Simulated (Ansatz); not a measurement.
# Ru(0001) with 2 thermally displaced layers, 2x2: scattering by thermal displacements, part 2 of 2

Wanted: the phonon-limited resistivity of Ru at 273 K by the Landauer route.

Ansatz 0.2.0; Ansatz plane-wave DFT, PBE, PAW files; ballistic transport by layer matching (Landauer), zero bias; PAW set soft_1.

So far. Step 2 (With 2 displaced layers): Over the solved energies the transmission per spin lies between 5.00 and 5.36, out of 5.32 channels of the lead on average (up to 5.64).

## Step 3: With 6 displaced layers

System of this step: Ru(0001) with 6 thermally displaced layers, 2x2. The cell holds 64 atoms: 64 Ru. Its edges and angles: a = 5.412 Å, b = 5.412 Å, c = 34.255 Å, α = 90.0°, β = 90.0°, γ = 120.0°. It derives from Ru. Regions: lead, 40 atoms (40 Ru); scattering region, 24 atoms (24 Ru). The structure is stacked along c, and the current runs across the ab planes.

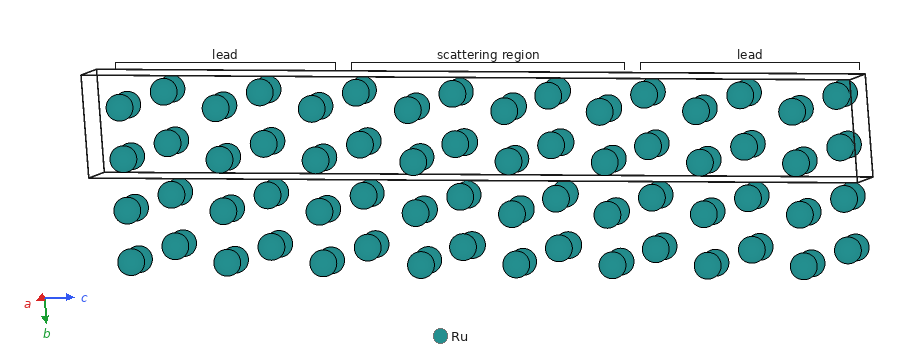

The cell of this step (ruthenium teal). 1×2×1 cells are drawn.

input.yaml

```yaml
crystal:
  lattice:
    - [5.4116, 0.0, 0.0]
    - [-2.7058, 4.6865830751, 0.0]
    - [0.0, 0.0, 34.2552]
  atoms:
    - { symbol: Ru, position: [0.1666666667, 0.3333333333, 0.03125] }
    - { symbol: Ru, position: [0.1666666667, 0.8333333333, 0.03125] }
    - { symbol: Ru, position: [0.6666666667, 0.3333333333, 0.03125] }
    - { symbol: Ru, position: [0.6666666667, 0.8333333333, 0.03125] }
    - { symbol: Ru, position: [0.3333333333, 0.1666666667, 0.09375] }
    - { symbol: Ru, position: [0.3333333333, 0.6666666667, 0.09375] }
    - { symbol: Ru, position: [0.8333333333, 0.1666666667, 0.09375] }
    - { symbol: Ru, position: [0.8333333333, 0.6666666667, 0.09375] }
    - { symbol: Ru, position: [0.1666666667, 0.3333333333, 0.15625] }
    - { symbol: Ru, position: [0.1666666667, 0.8333333333, 0.15625] }
    - { symbol: Ru, position: [0.6666666667, 0.3333333333, 0.15625] }
    - { symbol: Ru, position: [0.6666666667, 0.8333333333, 0.15625] }
    - { symbol: Ru, position: [0.3333333333, 0.1666666667, 0.21875] }
    - { symbol: Ru, position: [0.3333333333, 0.6666666667, 0.21875] }
    - { symbol: Ru, position: [0.8333333333, 0.1666666667, 0.21875] }
    - { symbol: Ru, position: [0.8333333333, 0.6666666667, 0.21875] }
    - { symbol: Ru, position: [0.1666666667, 0.3333333333, 0.28125] }
    - { symbol: Ru, position: [0.1666666667, 0.8333333333, 0.28125] }
    - { symbol: Ru, position: [0.6666666667, 0.3333333333, 0.28125] }
    - { symbol: Ru, position: [0.6666666667, 0.8333333333, 0.28125] }
    - { symbol: Ru, position: [0.3395449488, 0.1673707227, 0.3429882141] }
    - { symbol: Ru, position: [0.3256413998, 0.6632387678, 0.3439756109] }
    - { symbol: Ru, position: [0.8260020519, 0.1651001553, 0.3435868588] }
    - { symbol: Ru, position: [0.8376448549, 0.6682742442, 0.3441141132] }
    - { symbol: Ru, position: [0.1619408292, 0.3323626596, 0.4070532576] }
    - { symbol: Ru, position: [0.1716379745, 0.8239042187, 0.4078011593] }
    - { symbol: Ru, position: [0.6783211498, 0.3391845576, 0.40652096] }
    - { symbol: Ru, position: [0.6700902173, 0.8442524188, 0.4082584716] }
    - { symbol: Ru, position: [0.3499424905, 0.1765154505, 0.4691161703] }
    - { symbol: Ru, position: [0.3254799284, 0.6666333098, 0.4694226212] }
    - { symbol: Ru, position: [0.8264570078, 0.1696257273, 0.4691904364] }
    - { symbol: Ru, position: [0.8334137028, 0.6577988327, 0.4680720226] }
    - { symbol: Ru, position: [0.1594557917, 0.324572712, 0.5330321483] }
    - { symbol: Ru, position: [0.1646821887, 0.8357969798, 0.5309850678] }
    - { symbol: Ru, position: [0.6818805881, 0.3432214883, 0.5318989302] }
    - { symbol: Ru, position: [0.6525703044, 0.8337229772, 0.5319505017] }
    - { symbol: Ru, position: [0.337530926, 0.1620391741, 0.5956168244] }
    - { symbol: Ru, position: [0.3222924015, 0.6617124976, 0.5947080479] }
    - { symbol: Ru, position: [0.8411494217, 0.1816625416, 0.5939431559] }
    - { symbol: Ru, position: [0.8278128784, 0.6638391017, 0.5926320167] }
    - { symbol: Ru, position: [0.1607406549, 0.3380544714, 0.6568454598] }
    - { symbol: Ru, position: [0.1722371031, 0.8276821068, 0.6579806517] }
    - { symbol: Ru, position: [0.6706981267, 0.345124043, 0.6558065696] }
    - { symbol: Ru, position: [0.6628319013, 0.8352039706, 0.6573068221] }
    - { symbol: Ru, position: [0.3333333333, 0.1666666667, 0.71875] }
    - { symbol: Ru, position: [0.3333333333, 0.6666666667, 0.71875] }
    - { symbol: Ru, position: [0.8333333333, 0.1666666667, 0.71875] }
    - { symbol: Ru, position: [0.8333333333, 0.6666666667, 0.71875] }
    - { symbol: Ru, position: [0.1666666667, 0.3333333333, 0.78125] }
    - { symbol: Ru, position: [0.1666666667, 0.8333333333, 0.78125] }
    - { symbol: Ru, position: [0.6666666667, 0.3333333333, 0.78125] }
    - { symbol: Ru, position: [0.6666666667, 0.8333333333, 0.78125] }
    - { symbol: Ru, position: [0.3333333333, 0.1666666667, 0.84375] }
    - { symbol: Ru, position: [0.3333333333, 0.6666666667, 0.84375] }
    - { symbol: Ru, position: [0.8333333333, 0.1666666667, 0.84375] }
    - { symbol: Ru, position: [0.8333333333, 0.6666666667, 0.84375] }
    - { symbol: Ru, position: [0.1666666667, 0.3333333333, 0.90625] }
    - { symbol: Ru, position: [0.1666666667, 0.8333333333, 0.90625] }
    - { symbol: Ru, position: [0.6666666667, 0.3333333333, 0.90625] }
    - { symbol: Ru, position: [0.6666666667, 0.8333333333, 0.90625] }
    - { symbol: Ru, position: [0.3333333333, 0.1666666667, 0.96875] }
    - { symbol: Ru, position: [0.3333333333, 0.6666666667, 0.96875] }
    - { symbol: Ru, position: [0.8333333333, 0.1666666667, 0.96875] }
    - { symbol: Ru, position: [0.8333333333, 0.6666666667, 0.96875] }
kpoints:
  mp_grid: { grid: [5, 5, 1] }
hamiltonian:
  xc: pbe
  pseudopotentials: { kind: paw, azcp: { folder: soft_1 } }
scf:
  occupations: { method: fermi_dirac, width: 0.1 }
output:
  transmission:
    leads: [[0, 8]]
    kmesh: [10, 10]
    e_range: [-0.05, 0.05]
    de: 0.05
  write_potential: true
  write_density: true
  volumetric_format: npy
```

Launch:

```
$ ansatz run input.yaml --threads 4 --pin off --max-ram 15360MiB --backend cpu --events-out ev --progress --plain --runs-dir out
```

Numbers of over 12 decimals in the logs are rounded to 6 here.

The log of the run:

```text
[...]
Crystal: 64 atoms, lattice volume = 868.777 Å³
Basis set: ecut = 420 eV, 16909 PW (Γ)
Bands: 615, of which v1, the nominal top of the filled ones, is band 512 counted from 1 (511 counted from 0)
Symmetry: 1 space group operations
[...]
k-points: 13 of 25 (time reversal used)
[...]
SCF iter   1: F=—  HF=-376278.229753 eV  |F-HF|=—  |Δ(HF+E_count)|=         —  Δρ=1.22e-1  dr2=1.24e2  ethr=3.10e-3  ⟨swp⟩=5.0  Hψ=25978  notcnv=0  defer=1
[...]
SCF iter   9: F=-376238.695268 eV  HF=-376238.695268 eV  |F-HF|=1.70e-8  |Δ(HF+E_count)|=   4.07e-9  Δρ=9.40e-7  dr2=2.00e-8  ethr=9.77e-12  ⟨swp⟩=2.0  Hψ=14717  notcnv=0
SCF 1 converged in 9 iterations: F = -376238.695268 eV  dr2 = 2.00e-8
[...]
transmission: 329 of 3276 steps passed
transmission: 656 of 3276 steps passed
[...]
transmission: 3276 of 3276 steps passed
SCF converged after 9 iterations
Free energy (F): -376238.695268 eV
[...]
Internal energy: -376236.621018 eV  (E = F + TS)
E sigma→0 (E₀):  -376237.658143 eV
Entropy (-TS):   -2.074250 eV (-32.410 meV/atom)
Fermi energy:    23.367686 eV
[...]
--- Band table (eV; the first three rows and the last of 13) ---
  k-point 0: bands = [... 508 lower, 24.1075, 24.1114, 24.1173, 24.1385, 24.1467, 24.1506, 24.2739, 24.2761, ... 99 higher]
  k-point 1: bands = [... 508 lower, 23.5011, 23.8126, 23.8481, 23.8621, 23.8738, 23.8878, 23.8955, 23.9103, ... 99 higher]
  k-point 2: bands = [... 508 lower, 23.0516, 23.1046, 23.1484, 23.1610, 23.2087, 23.2315, 23.3469, 23.3662, ... 99 higher]
  k-point 12: bands = [... 508 lower, 23.2511, 23.2744, 23.2860, 23.3052, 23.3131, 23.3984, 23.4052, 23.4169, ... 99 higher]
--- Transmission ---
  basis      : 223 plane waves across, 63 finite elements along
  points     : 52, standing for a mesh of 10 x 10
[...]
channels       : 5.280000e0 a spin
[...]
junction   : crystal 0 to crystal 0, 0.70 to 30.67 Å
    transmission   : 4.819659e0 a spin
[...]
```

Run time: 18 min. Hardware: 4 threads of Arm Neoverse V1, shared host; peak memory 10 GiB; 67 min of CPU time.

Numbers from this step:

| Item | Value |
| --- | --- |
| free energy | -376238.6953 eV |
| energy at zero smearing | -376237.6581 eV |
| Fermi energy | 23.37 eV |
| transmission per spin nearest the Fermi level | 4.820 |
| open channels per spin nearest the Fermi level | 5.28 |
| step of the lead's potential | 2.3 meV |

Per spin. Transmission, zone mean against energy, zero at the Fermi level:

```tsv
energy (eV)	transmission, zone mean
-0.0500	4.80
0.0000	4.82
0.0500	5.13
```

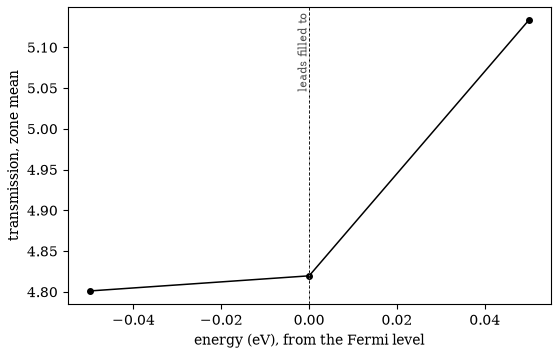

Transmission, zone mean against energy.

Over the solved energies the transmission per spin lies between 4.80 and 5.13, out of 5.5 channels of the lead on average (up to 6.06).

## Step 4: With 10 displaced layers

System of this step: Ru(0001) with 10 thermally displaced layers, 2x2. The cell holds 80 atoms: 80 Ru. Cell: a = 5.412 Å, b = 5.412 Å, c = 42.819 Å, α = 90.0°, β = 90.0°, γ = 120.0°. It derives from Ru. Regions: lead, 40 atoms (40 Ru); scattering region, 40 atoms (40 Ru). The structure is stacked along c, and the current runs across the ab planes.

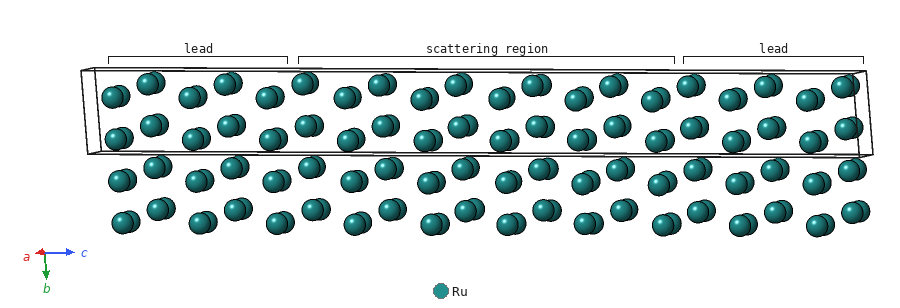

The cell of this step (ruthenium teal). 1×2×1 cells are drawn.

input.yaml

```yaml
crystal:
  lattice:
    - [5.4116, 0.0, 0.0]
    - [-2.7058, 4.6865830751, 0.0]
    - [0.0, 0.0, 42.819]
  atoms:
    - { symbol: Ru, position: [0.1666666667, 0.3333333333, 0.025] }
    - { symbol: Ru, position: [0.1666666667, 0.8333333333, 0.025] }
    - { symbol: Ru, position: [0.6666666667, 0.3333333333, 0.025] }
    - { symbol: Ru, position: [0.6666666667, 0.8333333333, 0.025] }
    - { symbol: Ru, position: [0.3333333333, 0.1666666667, 0.075] }
    - { symbol: Ru, position: [0.3333333333, 0.6666666667, 0.075] }
    - { symbol: Ru, position: [0.8333333333, 0.1666666667, 0.075] }
    - { symbol: Ru, position: [0.8333333333, 0.6666666667, 0.075] }
    - { symbol: Ru, position: [0.1666666667, 0.3333333333, 0.125] }
    - { symbol: Ru, position: [0.1666666667, 0.8333333333, 0.125] }
    - { symbol: Ru, position: [0.6666666667, 0.3333333333, 0.125] }
    - { symbol: Ru, position: [0.6666666667, 0.8333333333, 0.125] }
    - { symbol: Ru, position: [0.3333333333, 0.1666666667, 0.175] }
    - { symbol: Ru, position: [0.3333333333, 0.6666666667, 0.175] }
    - { symbol: Ru, position: [0.8333333333, 0.1666666667, 0.175] }
    - { symbol: Ru, position: [0.8333333333, 0.6666666667, 0.175] }
    - { symbol: Ru, position: [0.1666666667, 0.3333333333, 0.225] }
    - { symbol: Ru, position: [0.1666666667, 0.8333333333, 0.225] }
    - { symbol: Ru, position: [0.6666666667, 0.3333333333, 0.225] }
    - { symbol: Ru, position: [0.6666666667, 0.8333333333, 0.225] }
    - { symbol: Ru, position: [0.332185078, 0.1622816539, 0.273900634] }
    - { symbol: Ru, position: [0.3261258604, 0.6704312477, 0.2758112443] }
    - { symbol: Ru, position: [0.8282448292, 0.1586207714, 0.275715612] }
    - { symbol: Ru, position: [0.8223590762, 0.6613265151, 0.2755090336] }
    - { symbol: Ru, position: [0.1535198052, 0.3362268469, 0.3245232428] }
    - { symbol: Ru, position: [0.1670919525, 0.8327664062, 0.3251656684] }
    - { symbol: Ru, position: [0.6683291125, 0.3276539186, 0.3261647453] }
    - { symbol: Ru, position: [0.6745352015, 0.8396520291, 0.3259548114] }
    - { symbol: Ru, position: [0.341601995, 0.1729879537, 0.3750619623] }
    - { symbol: Ru, position: [0.3235741088, 0.6656553168, 0.3743692471] }
    - { symbol: Ru, position: [0.8250737081, 0.1686022141, 0.3745339735] }
    - { symbol: Ru, position: [0.8227488804, 0.658855654, 0.3752200151] }
    - { symbol: Ru, position: [0.1739448136, 0.3432371889, 0.4249885945] }
    - { symbol: Ru, position: [0.1786744357, 0.8438348644, 0.4259427635] }
    - { symbol: Ru, position: [0.6559269367, 0.3425349193, 0.4252783785] }
    - { symbol: Ru, position: [0.6708051546, 0.8361134475, 0.425313737] }
    - { symbol: Ru, position: [0.3340609937, 0.1639787726, 0.4734412746] }
    - { symbol: Ru, position: [0.3296173857, 0.6606475362, 0.4758853844] }
    - { symbol: Ru, position: [0.8317730687, 0.1672918118, 0.4743035981] }
    - { symbol: Ru, position: [0.8299784315, 0.6665802958, 0.4737824732] }
    - { symbol: Ru, position: [0.1682196173, 0.3325389605, 0.5240280936] }
    - { symbol: Ru, position: [0.1530336964, 0.8371755697, 0.5247560774] }
    - { symbol: Ru, position: [0.6623449415, 0.3315647764, 0.5264889223] }
    - { symbol: Ru, position: [0.6666680201, 0.8339820231, 0.5237810816] }
    - { symbol: Ru, position: [0.3474529146, 0.1735377144, 0.5758745412] }
    - { symbol: Ru, position: [0.3370749258, 0.6735314746, 0.5753040563] }
    - { symbol: Ru, position: [0.8367403755, 0.1655268969, 0.573791889] }
    - { symbol: Ru, position: [0.8327606825, 0.6521757956, 0.5748033296] }
    - { symbol: Ru, position: [0.1614352277, 0.3255233762, 0.6255025625] }
    - { symbol: Ru, position: [0.1637315505, 0.8300616358, 0.625426102] }
    - { symbol: Ru, position: [0.6687767645, 0.3437353745, 0.6252880794] }
    - { symbol: Ru, position: [0.6563100317, 0.8187727748, 0.6239280657] }
    - { symbol: Ru, position: [0.3401926463, 0.1662876939, 0.6747679291] }
    - { symbol: Ru, position: [0.3391880147, 0.6570609341, 0.6745199502] }
    - { symbol: Ru, position: [0.8324638308, 0.1710577339, 0.6744561159] }
    - { symbol: Ru, position: [0.8233444579, 0.6546457374, 0.6755978304] }
    - { symbol: Ru, position: [0.1701112133, 0.3297657581, 0.7251338859] }
    - { symbol: Ru, position: [0.1565163227, 0.8297999348, 0.7261294737] }
    - { symbol: Ru, position: [0.6761980993, 0.3506355958, 0.7243547568] }
    - { symbol: Ru, position: [0.6696981163, 0.8318691944, 0.7254637875] }
    - { symbol: Ru, position: [0.3333333333, 0.1666666667, 0.775] }
    - { symbol: Ru, position: [0.3333333333, 0.6666666667, 0.775] }
    - { symbol: Ru, position: [0.8333333333, 0.1666666667, 0.775] }
    - { symbol: Ru, position: [0.8333333333, 0.6666666667, 0.775] }
    - { symbol: Ru, position: [0.1666666667, 0.3333333333, 0.825] }
    - { symbol: Ru, position: [0.1666666667, 0.8333333333, 0.825] }
    - { symbol: Ru, position: [0.6666666667, 0.3333333333, 0.825] }
    - { symbol: Ru, position: [0.6666666667, 0.8333333333, 0.825] }
    - { symbol: Ru, position: [0.3333333333, 0.1666666667, 0.875] }
    - { symbol: Ru, position: [0.3333333333, 0.6666666667, 0.875] }
    - { symbol: Ru, position: [0.8333333333, 0.1666666667, 0.875] }
    - { symbol: Ru, position: [0.8333333333, 0.6666666667, 0.875] }
    - { symbol: Ru, position: [0.1666666667, 0.3333333333, 0.925] }
    - { symbol: Ru, position: [0.1666666667, 0.8333333333, 0.925] }
    - { symbol: Ru, position: [0.6666666667, 0.3333333333, 0.925] }
    - { symbol: Ru, position: [0.6666666667, 0.8333333333, 0.925] }
    - { symbol: Ru, position: [0.3333333333, 0.1666666667, 0.975] }
    - { symbol: Ru, position: [0.3333333333, 0.6666666667, 0.975] }
    - { symbol: Ru, position: [0.8333333333, 0.1666666667, 0.975] }
    - { symbol: Ru, position: [0.8333333333, 0.6666666667, 0.975] }
kpoints:
  mp_grid: { grid: [5, 5, 1] }
hamiltonian:
  xc: pbe
  pseudopotentials: { kind: paw, azcp: { folder: soft_1 } }
scf:
  occupations: { method: fermi_dirac, width: 0.1 }
output:
  transmission:
    leads: [[0, 8]]
    kmesh: [10, 10]
    e_range: [-0.05, 0.05]
    de: 0.05
  write_potential: true
  write_density: true
  volumetric_format: npy
```

The log of the run:

```text
[...]
Crystal: 80 atoms, lattice volume = 1085.972 Å³
Basis set: ecut = 420 eV, 21185 PW (Γ)
Bands: 768, of which v1, the nominal top of the filled ones, is band 640 counted from 1 (639 counted from 0)
Symmetry: 1 space group operations
[...]
k-points: 13 of 25 (time reversal used)
[...]
SCF iter   1: F=—  HF=-470347.449835 eV  |F-HF|=—  |Δ(HF+E_count)|=         —  Δρ=1.22e-1  dr2=1.56e2  ethr=3.10e-3  ⟨swp⟩=5.0  Hψ=32545  notcnv=0  defer=20
[...]
SCF iter   9: F=-470298.038174 eV  HF=-470298.038174 eV  |F-HF|=1.84e-8  |Δ(HF+E_count)|=   8.73e-9  Δρ=8.69e-7  dr2=2.21e-8  ethr=7.81e-12  ⟨swp⟩=7.5  Hψ=21444  notcnv=0
SCF 1 converged in 9 iterations: F = -470298.038174 eV  dr2 = 2.21e-8
[...]
transmission: 422 of 4212 steps passed
transmission: 845 of 4212 steps passed
[...]
transmission: 4212 of 4212 steps passed
SCF converged after 9 iterations
Free energy (F): -470298.038174 eV
[...]
Internal energy: -470295.485477 eV  (E = F + TS)
E sigma→0 (E₀):  -470296.761825 eV
Entropy (-TS):   -2.552697 eV (-31.909 meV/atom)
Fermi energy:    23.361664 eV
[...]
--- Band table (eV; the first three rows and the last of 13) ---
  k-point 0: bands = [... 636 lower, 24.2319, 24.2657, 24.3529, 24.3709, 24.3871, 24.3982, 24.4044, 24.4061, ... 124 higher]
  k-point 1: bands = [... 636 lower, 23.6111, 23.6199, 23.6355, 23.8130, 23.8264, 23.8364, 23.8566, 23.8626, ... 124 higher]
  k-point 2: bands = [... 636 lower, 23.1428, 23.1506, 23.1704, 23.1743, 23.1944, 23.2002, 23.2723, 23.2930, ... 124 higher]
  k-point 12: bands = [... 636 lower, 23.1746, 23.2871, 23.3124, 23.3295, 23.3423, 23.3457, 23.3581, 23.3693, ... 124 higher]
--- Transmission ---
  basis      : 223 plane waves across, 81 finite elements along
  points     : 52, standing for a mesh of 10 x 10
[...]
channels       : 5.280000e0 a spin
[...]
junction   : crystal 0 to crystal 0, 1.44 to 39.98 Å
    transmission   : 4.456324e0 a spin
[...]
```

It took 30 min on 4 threads; peak memory 8.3 GiB; 1.9 h of CPU time.

Numbers from this step:

```yaml
free_energy: -470298.0382 eV
energy_at_zero_smearing: -470296.7618 eV
fermi_energy: 23.36 eV
transmission_per_spin_nearest_the_fermi_level: 4.456
step_of_the_lead_s_potential: 1.4 meV
```

Per spin. The transmission, zone mean by energy, zero at the Fermi level:

```tsv
energy (eV)	transmission, zone mean
-0.0500	4.50
0.0000	4.46
0.0500	4.61
```

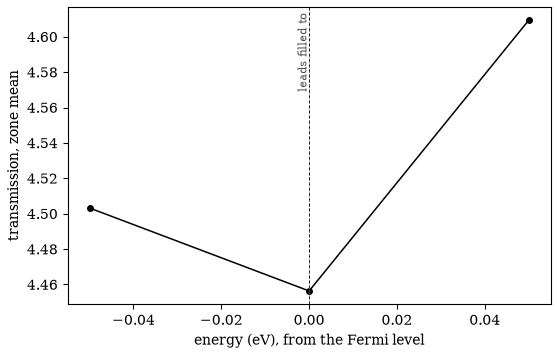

Transmission, zone mean against energy.

Over the solved energies the transmission per spin lies between 4.46 and 4.61, out of 5.44 channels of the lead on average (up to 5.88).

## Step 5: The fit

This step: Ansatz plane-wave DFT, PBE, PAW files; ballistic transport by layer matching (Landauer), zero bias; resistivity from the slope of the area resistance; PAW set soft_1 (Ansatz 0.2.0).

This step gave:

```
resistivity           : 5.837 µΩ cm
intercept             : -0.003487 fΩ m²
scatter about the fit : 7.47e-4 fΩ m²
```

Resistance, by row:

```tsv
run	length (Å)	T	channels N	RA (fΩ m²)
n2	4.282	5.136	5.32	0.02203
n6	12.85	4.918	5.5	0.07043
n10	21.41	4.523	5.44	0.122
```

The area resistance by length of the displaced region:

```tsv
length of the displaced region (Å)	area resistance (fΩ m²)
4.28	0.0220
12.85	0.0704
21.41	0.122
```

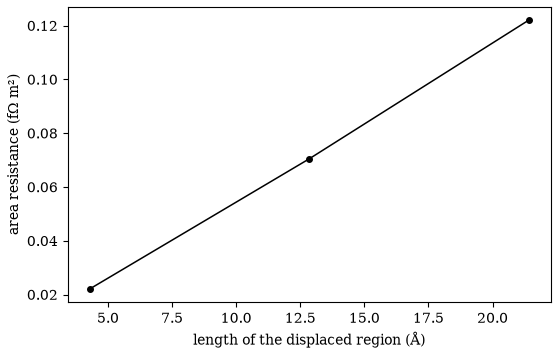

Area resistance, plotted against length of the displaced region.

The area resistance goes from 0.022 to 0.12 fΩ m² between 4.3 and 21.4 Å, a slope of 5.8 µΩ cm.

By hand from the end points: (0.1220 − 0.02203) fΩ m² / (21.41 − 4.28) Å = 5.8 µΩ cm, since 1 fΩ m² per Å is 1000 µΩ cm.

## Step 6: What came out

| Property | Result |
| --- | --- |
| resistivity from the slope | 5.84 µΩ cm |
| area resistance over 4.28 Å | 0.0220 fΩ m² |
| area resistance over 12.8 Å | 0.0704 fΩ m² |
| area resistance over 21.4 Å | 0.122 fΩ m² |

**Reading.** The slope gives 5.8 µΩ cm. The points scatter by 7.5e-4 fΩ m² about the line, with one random draw a length in a 2x2 cell, so the slope is a rough value. The mean square of the displacements drawn is 0.73, 0.99 and 0.93 of the nominal one at the three lengths; with each resistance scaled back by that, the slope is 5.9 µΩ cm, the value used below. The lead's own channel count moves between the runs (5.32, 5.5 and 5.44), which shifts RA and the slope too. The current runs along the hexagonal axis, while the measured value below is not for that direction. Read with a model of isotropic scattering on a spherical Fermi surface and the lead's 1.6×10¹⁵ S/m², this slope means a mean free path near 89 Å; over these lengths the model's slope is 1.15 times its bulk resistivity, which would be 5.2 µΩ cm. Uncorrelated displacements put too much weight on short waves, which scatter strongly; with the sideways repeat of a small cell, one draw and three short lengths, the method is good to a factor of two or three. The measured value is 7.1 µΩ cm (CRC Handbook of Chemistry and Physics, 84th ed., 2003, Electrical Resistivity of Pure Metals); the scaled slope is 0.84 times that and the corrected value 0.73: fair for so small a cell.

[Logs are printed without paths, hosts, clocks, repeated set-up lines and the standing remarks that a program may print on its own settings, such as how far it seeks lower states.]

[Hosts, paths, dates, database ids (printed as entryN), source tags and the programs' standing remarks are cut or masked in the printed files.]
